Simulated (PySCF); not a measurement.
| atom | x (Å) | y (Å) | z (Å) |
| --- | --- | --- | --- |
| C | -1.4992 | 1.8572 | -0.3127 |
| N | -1.6421 | 1.0800 | 0.6604 |
| C | -1.5449 | -0.3260 | 0.4811 |
| Si | 0.1459 | -0.8806 | 1.1934 |
| N | 1.4367 | -0.2111 | 0.2396 |
| Si | 1.8540 | -0.5377 | -1.3981 |
| F | 0.5623 | -0.3207 | -2.3363 |
| H | -1.5413 | 2.9213 | -0.1302 |
| H | -1.3381 | 1.5315 | -1.3455 |
| H | -2.3467 | -0.7942 | 1.0538 |
| H | -1.6327 | -0.6326 | -0.5716 |
| H | 0.3396 | -0.3553 | 2.5417 |
| H | 0.2255 | -2.3425 | 1.1152 |
| H | 1.9711 | 0.5114 | 0.6906 |
| H | 2.8255 | 0.4493 | -1.8339 |
| H | 2.1767 | -1.9409 | -1.5963 |

Geometry: GFN2-xTB.

These are results of PBE0/pcSseg-1, SCF density, gas phase, non-relativistic (PySCF 2.14.0), not measurements.

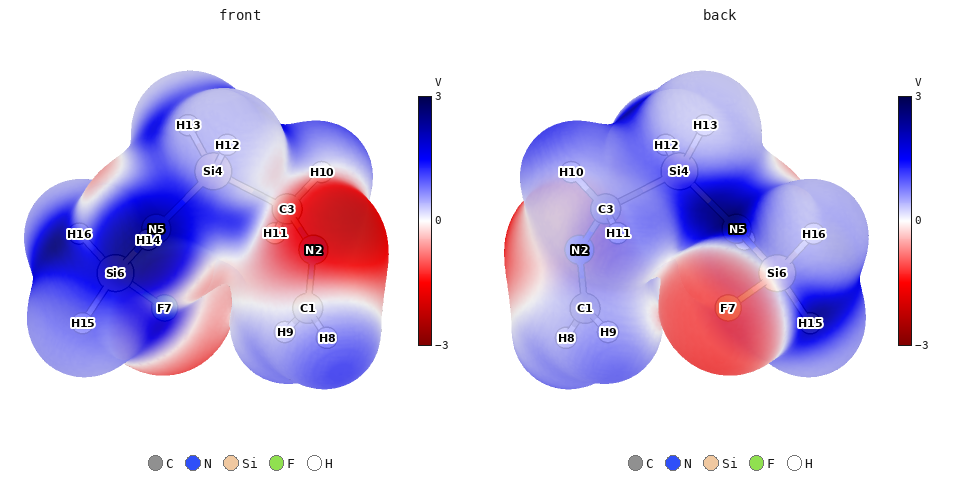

C2H9FN2Si2 (SMILES C=NC[SiH2]N[SiH2]F). The electrostatic potential painted on the density surface at 0.004 e/bohr³, seen from the front and from behind; the colour scale runs from red (negative) to blue (positive).

Q: Where is the surface potential most negative and most positive?

A: The most negative region (about −2.1 V) lies over N2, the most positive (about +2.6 V) over Si4, Si6 and H14. N2 is the likeliest acceptor of a hydrogen bond.

Q: How polar is the molecule by this calculation?

A: Its dipole moment is 1.69 D.
